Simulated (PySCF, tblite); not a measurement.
# C5H8B2Cl2: geometry, infrared bands and NMR shifts

Aim: predict the infrared bands and NMR shifts of C5H8B2Cl2 (`C=CB[C@@H]1C[C@H]1B(Cl)Cl`).

Computed with tblite 0.8.0 and PySCF 2.14.0, with density-fitted response routines of our own, on a single molecule in the gas phase. Atoms are numbered from 0 throughout.

### 1 The starting structure

17 atoms, charge 0, multiplicity 1; geometry from: force field or distance geometry start.

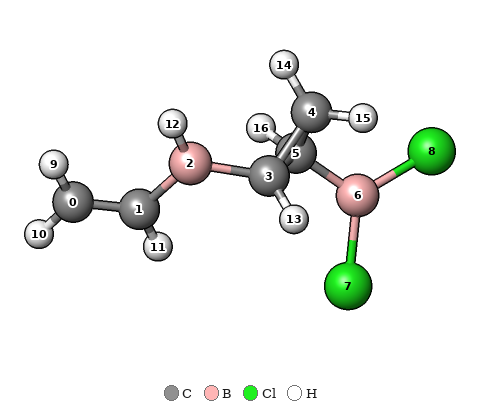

The starting geometry (carbon grey, boron pink, chlorine green, hydrogen white), atoms numbered.

### 2 Optimising the geometry with GFN2-xTB

Job settings and geometry (Å):

```
{"job": {"kind": "relax", "xc": "GFN2-xTB", "basis": "xTB"}, "charge": 0, "multiplicity": 1}
C      3.108200    -0.319100    -1.314500
C      1.910700     0.171000    -0.942000
B      1.144900    -0.448300     0.286000
C     -0.246800     0.210200     0.738400
C     -1.327600    -0.790600     1.160600
C     -1.419800    -0.078800    -0.195100
B     -2.525500     1.067700    -0.265400
Cl    -2.052500     2.769300    -0.797300
Cl    -4.303700     0.614800    -0.112600
H      3.560800    -1.150700    -0.790100
H      3.613600     0.124100    -2.160800
H      1.473000     0.996200    -1.471200
H      1.610100    -1.315800     0.930500
H     -0.259600     1.173800     1.283700
H     -1.055900    -1.855500     1.083100
H     -1.999600    -0.412200     1.969100
H     -1.237400    -0.744200    -1.059300
```

Started as:

```bash
$ OMP_NUM_THREADS=1 python probes_run.py task.json out
```

The driver reads the jobs from task.json and runs them one after another.

The program printed:

```text
step      E/eV     max force
  0    -716.09629    1.895
  1    -716.33461    1.547
  2    -716.58783    1.248
  3    -716.62477    0.568
  4    -716.64028    0.264
  5    -716.64910    0.185
  6    -716.65312    0.184
  7    -716.65673    0.169
  8    -716.65961    0.117
  9    -716.66122    0.086
 10    -716.66226    0.091
 11    -716.66345    0.115
 12    -716.66494    0.114
 13    -716.66624    0.079
 14    -716.66710    0.077
 15    -716.66783    0.082
 16    -716.66880    0.088
 17    -716.66996    0.096
 18    -716.67098    0.073
 19    -716.67169    0.062
 20    -716.67227    0.061
 21    -716.67288    0.068
 22    -716.67350    0.053
 23    -716.67401    0.053
 24    -716.67450    0.056
 25    -716.67515    0.077
 26    -716.67602    0.088
 27    -716.67700    0.071
 28    -716.67794    0.084
 29    -716.67888    0.110
 30    -716.68001    0.114
 31    -716.68148    0.104
 32    -716.68321    0.114
 33    -716.68512    0.107
 34    -716.68727    0.154
 35    -716.68969    0.170
 36    -716.69218    0.140
 37    -716.69458    0.144
 38    -716.69690    0.130
 39    -716.69921    0.120
 40    -716.70148    0.119
 41    -716.70342    0.152
 42    -716.70457    0.154
 43    -716.70736    0.141
 44    -716.71140    0.132
 45    -716.71644    0.196
 46    -716.72300    0.230
 47    -716.72954    0.184
 48    -716.73586    0.189
 49    -716.73994    0.210
 50    -716.74395    0.163
 51    -716.74763    0.129
 52    -716.75383    0.114
 53    -716.75625    0.118
 54    -716.76255    0.164
 55    -716.76860    0.175
 56    -716.77706    0.202
 57    -716.78503    0.206
 58    -716.79273    0.234
 59    -716.79753    0.241
 60    -716.80634    0.221
 61    -716.81669    0.231
 62    -716.83160    0.223
 63    -716.83733    0.181
 64    -716.84301    0.193
 65    -716.84934    0.225
 66    -716.85507    0.195
 67    -716.86121    0.177
 68    -716.86499    0.136
 69    -716.86820    0.144
 70    -716.87099    0.190
 71    -716.87545    0.148
 72    -716.88127    0.150
 73    -716.88651    0.211
 74    -716.89391    0.281
 75    -716.90498    0.295
 76    -716.91977    0.345
 77    -716.91742    0.496
 78    -716.93403    0.218
 79    -716.93806    0.179
 80    -716.94298    0.191
 81    -716.95005    0.202
 82    -716.95401    0.157
 83    -716.95772    0.122
 84    -716.96039    0.150
 85    -716.96314    0.151
 86    -716.96618    0.179
 87    -716.97111    0.168
 88    -716.97523    0.151
 89    -716.97946    0.183
 90    -716.98238    0.142
 91    -716.98463    0.089
 92    -716.98621    0.081
 93    -716.98755    0.089
 94    -716.98872    0.082
 95    -716.98967    0.056
 96    -716.99050    0.063
 97    -716.99119    0.065
 98    -716.99174    0.058
 99    -716.99217    0.047
100    -716.99259    0.040
101    -716.99306    0.050
102    -716.99357    0.049
103    -716.99406    0.050
104    -716.99450    0.049
105    -716.99492    0.045
106    -716.99533    0.047
107    -716.99569    0.037
108    -716.99596    0.045
109    -716.99616    0.043
110    -716.99632    0.030
111    -716.99648    0.026
112    -716.99663    0.033
113    -716.99682    0.039
114    -716.99707    0.052
115    -716.99744    0.055
116    -716.99795    0.049
117    -716.99850    0.051
118    -716.99893    0.043
119    -716.99922    0.039
120    -716.99944    0.042
121    -716.99968    0.038
122    -716.99997    0.032
123    -717.00031    0.036
124    -717.00068    0.036
125    -717.00108    0.048
126    -717.00162    0.061
127    -717.00239    0.075
128    -717.00338    0.084
129    -717.00445    0.082
130    -717.00538    0.100
131    -717.00610    0.041
132    -717.00652    0.063
133    -717.00700    0.047
134    -717.00750    0.040
135    -717.00796    0.041
136    -717.00838    0.056
137    -717.00878    0.037
138    -717.00904    0.091
139    -717.00928    0.050
140    -717.00962    0.029
141    -717.00984    0.022
142    -717.00996    0.022
143    -717.01001    0.016
144    -717.01006    0.009
```

Run time: 2.3 s. Hardware: 1 thread of Arm Neoverse N1, shared host; peak memory 0.18 GiB.

The steps of the relaxation: (not every step is listed)

```csv
step,energy from step 0 (eV),largest force (eV/Å)
0,0.0000,1.8951
1,-0.2383,1.5468
2,-0.4915,1.2479
3,-0.5285,0.5684
4,-0.5440,0.2642
5,-0.5528,0.1854
6,-0.5568,0.1840
7,-0.5604,0.1692
8,-0.5633,0.1174
21,-0.5766,0.0682
34,-0.5910,0.1538
47,-0.6333,0.1844
60,-0.7101,0.2205
73,-0.7902,0.2114
86,-0.8699,0.1791
99,-0.8959,0.0470
112,-0.9003,0.0330
125,-0.9048,0.0479
138,-0.9128,0.0913
139,-0.9130,0.0503
140,-0.9133,0.0289
141,-0.9136,0.0224
142,-0.9137,0.0224
143,-0.9137,0.0164
144,-0.9138,0.0095
```

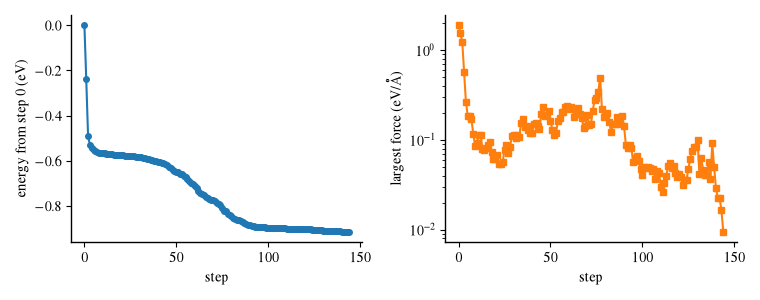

Energy and force, step by step.

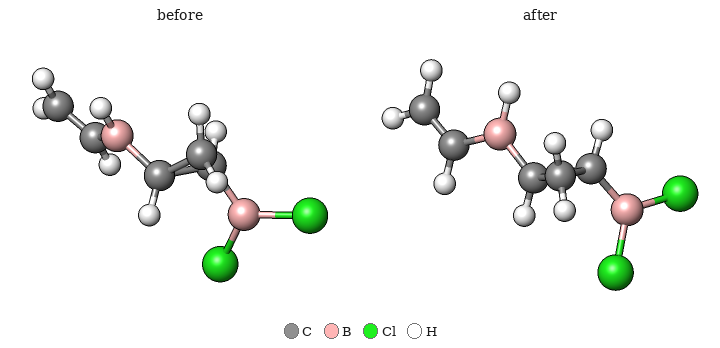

Before and after, at one scale.

Close pairs (by a distance rule), those that changed most:

```csv
bond,before (Å),after (Å),change (Å)
B6–Cl7,1.844,1.725,-0.120
B6–Cl8,1.841,1.725,-0.116
B2–C3,1.605,1.550,-0.055
C5–B6,1.594,1.547,-0.047
C4–H15,1.117,1.080,-0.037
C3–C4,1.532,1.498,-0.034
C4–C5,1.534,1.505,-0.029
C1–B2,1.574,1.546,-0.028
```

The next job starts from the end point, and lists it.

### 3 Infrared spectrum with GFN2-xTB

Job settings and geometry (Å):

```
{"job": {"kind": "ir", "xc": "GFN2-xTB", "basis": "xTB"}, "charge": 0, "multiplicity": 1}
C      3.244975    -0.325871    -1.289624
C      2.196785     0.246593    -0.695593
B      0.952268    -0.527564    -0.204268
C     -0.253310     0.246131     0.387798
C     -1.119514    -0.349930     1.455162
C     -1.679646    -0.268282     0.060829
B     -2.778386     0.751940    -0.319601
Cl    -2.909682     2.272204     0.484234
Cl    -3.906682     0.393615    -1.574125
H      3.283176    -1.391196    -1.453984
H      4.099153     0.233776    -1.641657
H      2.230179     1.324542    -0.570934
H      0.918381    -1.696429    -0.278790
H     -0.195820     1.328960     0.432866
H     -0.875360    -1.333739     1.825032
H     -1.523756     0.317975     2.201265
H     -1.689758    -1.210693    -0.475566
```

The program printed:

```text
mode    cm-1     km/mol
  1      25.9      0.12
  2      44.0      0.49
  3      68.7      0.11
  4     102.9      0.83
  5     127.9      2.13
  6     171.6      0.26
  7     220.7      3.48
  8     259.1      1.70
  9     323.4      0.94
 10     358.1      0.62
 11     393.2      2.05
 12     469.8      1.51
 13     483.2      9.82
 14     531.4      5.58
 15     737.8     96.62
 16     754.7     94.80
 17     843.1      3.88
 18     875.7      9.75
 19     908.2     32.63
 20     915.4     11.12
 21     935.3     14.67
 22     939.0      2.94
 23    1014.5    198.09
 24    1038.3     12.26
 25    1060.6     58.35
 26    1069.8     10.72
 27    1093.0     11.26
 28    1108.7     11.33
 29    1124.8     37.51
 30    1134.2    262.62
 31    1242.6      0.95
 32    1278.4    149.51
 33    1306.6     18.64
 34    1379.0     33.54
 35    1413.9     26.23
 36    1454.1      3.98
 37    1640.3     95.93
 38    2629.7    107.94
 39    3021.1     30.42
 40    3031.3     39.57
 41    3043.2     30.78
 42    3072.7     38.23
 43    3085.3     15.65
 44    3101.7     13.31
 45    3102.8     61.55
```

Wall time 1.3 s (1 thread of Arm Neoverse N1, shared host); peak memory 0.18 GiB.

Which atoms move in the most intense modes:

```csv
cm⁻¹,km/mol,atoms
738,96.6,"H12 45 %, B2 37 %"
755,94.8,B6 81 %
1014,198.1,"H12 16 %, C3 15 %, C4 14 %, B6 14 %"
1134,262.6,"B2 39 %, H13 17 %"
1278,149.5,"H13 36 %, H16 27 %, C5 15 %"
1640,95.9,"C1 47 %, C0 43 %"
2630,107.9,H12 92 %
3103,61.5,"H9 71 %, H10 11 %"
```

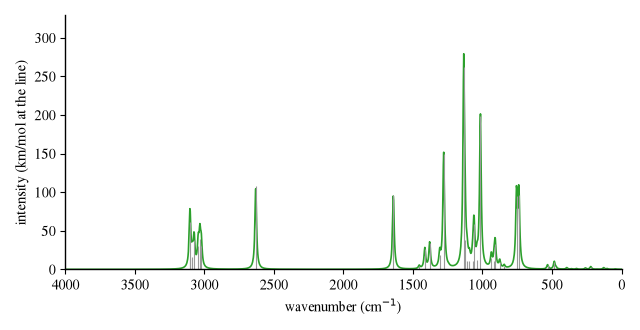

The infrared spectrum from these modes, unscaled. Lines are broadened to a width of 14 cm⁻¹ (Lorentzian).

### 4 Shielding tensors: PBE0/pcSseg-1

Same as in step 3 but for these lines:

```diff
@@ -1,2 +1,2 @@
-{"job": {"kind": "ir", "xc": "GFN2-xTB", "basis": "xTB"}, "charge": 0, "multiplicity": 1}
+{"job": {"kind": "nmr", "xc": "PBE0", "basis": "pcSseg-1"}, "charge": 0, "multiplicity": 1}
 C      3.244975    -0.325871    -1.289624
```

Method: GIAO PBE0/pcSseg-1 NMR shielding, non-relativistic, gas phase.

The program printed:

```text
coarse grid: 15816 points
cycle   1  E = -1164.7126547004  dE =  1.185e+00  |g| = 4.102e-01  |ddm| = 3.685e+00
cycle   2  E = -1164.7009428163  dE =  1.171e-02  |g| = 4.765e-01  |ddm| = 8.129e-01
cycle   3  E = -1164.7600191476  dE = -5.908e-02  |g| = 8.680e-02  |ddm| = 4.813e-01
cycle   4  E = -1164.7616584808  dE = -1.639e-03  |g| = 3.832e-02  |ddm| = 1.001e-01
cycle   5  E = -1164.7620151535  dE = -3.567e-04  |g| = 1.009e-02  |ddm| = 3.380e-02
cycle   6  E = -1164.7620411679  dE = -2.601e-05  |g| = 2.988e-03  |ddm| = 1.111e-02
cycle   7  E = -1164.7620432910  dE = -2.123e-06  |g| = 9.393e-04  |ddm| = 2.933e-03
final grid: 144928 points
cycle   8  E = -1164.8096549623  dE = -5.293e-05  |g| = 8.959e-03  |ddm| = 3.276e-02
cycle   9  E = -1164.8096478978  dE =  7.064e-06  |g| = 1.024e-02  |ddm| = 1.658e-02
cycle  10  E = -1164.8096748721  dE = -2.697e-05  |g| = 1.283e-03  |ddm| = 9.371e-03
cycle  11  E = -1164.8096752140  dE = -3.419e-07  |g| = 3.554e-04  |ddm| = 1.433e-03
cycle  12  E = -1164.8096752464  dE = -3.241e-08  |g| = 9.293e-05  |ddm| = 3.372e-04
cycle  13  E = -1164.8096752483  dE = -1.938e-09  |g| = 4.183e-05  |ddm| = 1.079e-04
cycle  14  E = -1164.8096752488  dE = -4.522e-10  |g| = 8.936e-06  |ddm| = 3.958e-05
converged SCF energy = -1164.8096752488

GIAO shielding tensors (ppm)
atom      isotropic    diamagn.    paramagn.     s11        s22        s33       span
  0 C       28.661     252.572    -223.912    -91.740     20.130    157.593    249.333
  1 C       34.797     258.292    -223.495    -90.015     22.055    172.351    262.366
  2 B       28.902     191.358    -162.456    -32.677     12.669    106.714    139.391
  3 C      154.858     252.089     -97.232    101.807    165.849    196.917     95.110
  4 C      163.352     253.444     -90.092    140.574    166.541    182.942     42.368
  5 C      161.702     256.551     -94.848    114.236    165.303    205.568     91.332
  6 B       39.245     190.401    -151.157    -11.109     44.526     84.317     95.426
  7 Cl     740.767    1147.564    -406.797    455.069    803.774    963.459    508.390
  8 Cl     676.994    1146.250    -469.256    389.868    753.654    887.460    497.592
  9 H       25.027      30.530      -5.503     21.078     24.974     29.030      7.952
 10 H       24.717      27.712      -2.996     21.556     24.576     28.018      6.462
 11 H       24.363      32.697      -8.333     19.275     24.165     29.649     10.374
 12 H       25.659      32.609      -6.950     19.393     26.765     30.818     11.425
 13 H       30.248      34.257      -4.009     23.497     30.847     36.399     12.902
 14 H       30.211      31.711      -1.500     24.347     26.247     40.038     15.691
 15 H       30.069      31.662      -1.593     24.153     28.784     37.271     13.118
 16 H       30.357      33.295      -2.937     22.823     29.712     38.537     15.714
```

It took 71 s on 1 thread of Arm Neoverse N1, shared host; peak memory 0.93 GiB.

Shifts follow as δ = σ(reference) − σ, with reference shieldings (ppm) from runs at the same level and on the same kind of geometry: 1H TMS 31.72, 13C TMS 186.9, 11B BF3·OEt2 100.1, 35Cl HCl 950. The references are single molecules in the gas phase. Atoms listed in one row are averaged.

```csv
atoms,environment,σ (ppm),δ (ppm),δ scaled to CDCl3
C0,terminal =CH2 carbon,28.7,158.3,152.6
C1,alkene CH,34.8,152.1,146.6
C3,three-membered-ring carbon,154.9,32.1,29.4
C5,three-membered-ring carbon,161.7,25.2,22.7
C4,three-membered-ring carbon,163.4,23.6,21.1
H11,hydrogen on an alkene CH,24.36,7.35,7.04
H10,hydrogen on a terminal =CH2 carbon,24.72,7.00,6.71
H9,hydrogen on a terminal =CH2 carbon,25.03,6.69,6.41
H12,hydrogen on a boron bonded to 2 C,25.66,6.06,–
H15,hydrogen on a three-membered-ring carbon,30.07,1.65,1.66
H14,hydrogen on a three-membered-ring carbon,30.21,1.51,1.53
H13,hydrogen on a three-membered-ring carbon,30.25,1.47,1.49
H16,hydrogen on a three-membered-ring carbon,30.36,1.36,1.39
B2,"boron bonded to 2 C, H",28.9,71.2,–
B6,"boron bonded to C, 2 Cl",39.2,60.8,–
"Cl7, Cl8",chlorine bonded to B,709,241,–
```

The scaled column applies a straight-line fit of computed shieldings to shifts measured in CDCl3, with any fitted terms for Cl, Br or S neighbours (root-mean-square error 0.16 ppm for H, 1.9 ppm for C).

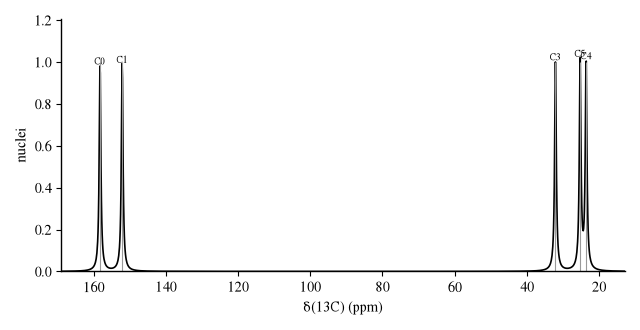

13C lines at the computed shifts, without couplings. Lines are broadened to a width of 0.54 ppm (Lorentzian).

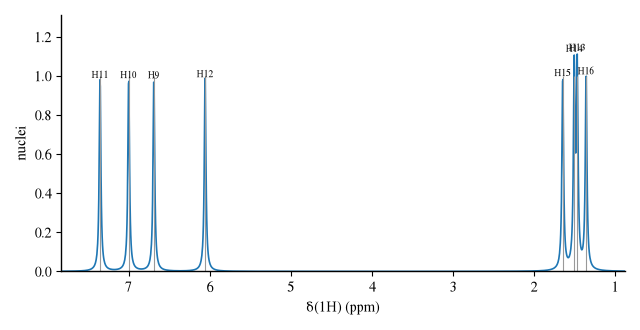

1H lines at the computed shifts, without couplings. Lines are broadened to a width of 0.02 ppm (Lorentzian).

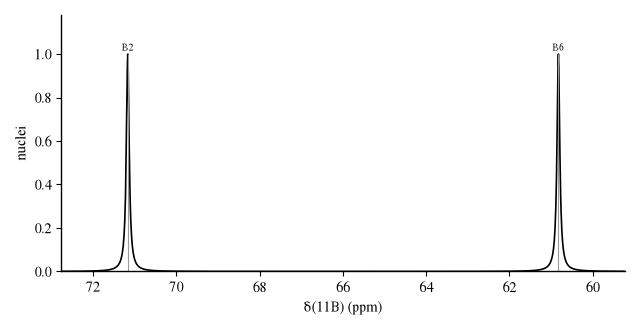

11B lines at the computed shifts, without couplings. Lines are broadened to a width of 0.08 ppm (Lorentzian).

Charges from the same density, by scheme (e):

```csv
atoms,Mulliken,IAO,Hirshfeld,ESP fit
C0,-0.12,-0.22,-0.05,-0.26
C1,-0.41,-0.27,-0.12,-0.28
B2,0.45,0.13,0.14,0.28
C3,-0.43,-0.24,-0.10,-0.13
C4,-0.12,-0.24,-0.07,-0.32
C5,-0.41,-0.27,-0.12,0.04
B6,0.51,0.14,0.16,0.13
"Cl7, Cl8",-0.19,-0.05,-0.06,-0.10
```

IAO charges:

C0 -0.22; C1 -0.27; B2 0.13; C3 -0.24; C4 -0.24; C5 -0.27; B6 0.14; Cl7 -0.05; Cl8 -0.04; H9 0.15; H10 0.15; H11 0.14; H12 0.00; H13 0.14; H14 0.16; H15 0.16; H16 0.16

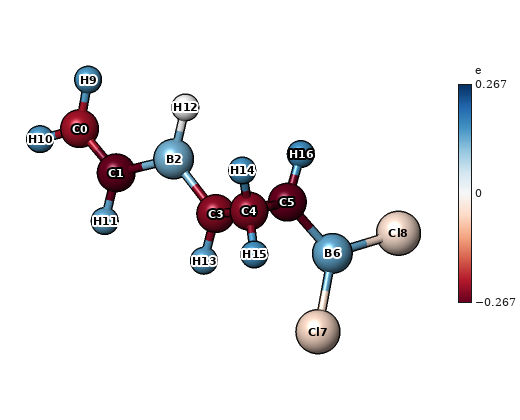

IAO charges, as colours on the atoms.

Mayer bond orders: C0–C1 1.92, C1–B2 1.02, B2–C3 0.96, C3–C4 0.94, C4–C5 0.94, C5–B6 1.01, B6–Cl7 1.15, B6–Cl8 1.16, C5–C3 0.85.

Ring of atoms C3, C4, C5: NICS(0) -44.1, NICS(1) -7.9, NICS(1)zz -26.2 ppm (means of both faces).

In rings of three or four atoms NICS is ruled by the nearby σ bonds, so it says little on aromaticity.

### 5 What came out

```
                                                                quantity                                               value
                               strongest single infrared mode (GFN2-xTB)                               1134 cm⁻¹, 263 km/mol
                                            zero-point energy (GFN2-xTB)                                       75.7 kcal/mol
                                  13C shifts against TMS (PBE0/pcSseg-1)                  158.3, 152.1, 32.1, 25.2, 23.6 ppm
                                   1H shifts against TMS (PBE0/pcSseg-1)  7.35, 7.00, 6.69, 6.06, 1.65, 1.51, 1.47, 1.36 ppm
                             11B shifts against BF3·OEt2 (PBE0/pcSseg-1)                                      71.2, 60.8 ppm
35Cl shifts against HCl (PBE0/pcSseg-1, means over atoms taken as alike)                                             241 ppm
```

**Reading.** Over 144 steps the energy fell by 0.914 eV; of the close pairs, B6–Cl7 changed most, 1.844 to 1.725 Å. All 45 modes are real, so the xTB geometry is a minimum. The strongest single mode, at 1134 cm⁻¹, is spread over many atoms; the largest shares are those of B2, H13. GFN2-xTB is a fitted tight-binding method: band positions and strengths are rough. Its intensities can rank the bands wrongly. C0 (terminal =CH2 carbon) lies farthest downfield among carbon, at 158.3 ppm; as expected for a trigonal carbon in a double bond. H11 (hydrogen on an alkene CH) lies farthest downfield among hydrogen, at 7.35 ppm; olefinic region. At PBE0/pcSseg-1: The widest tensor belongs to Cl7, Cl8: span 503 ppm, with a paramagnetic part of -438 ppm.
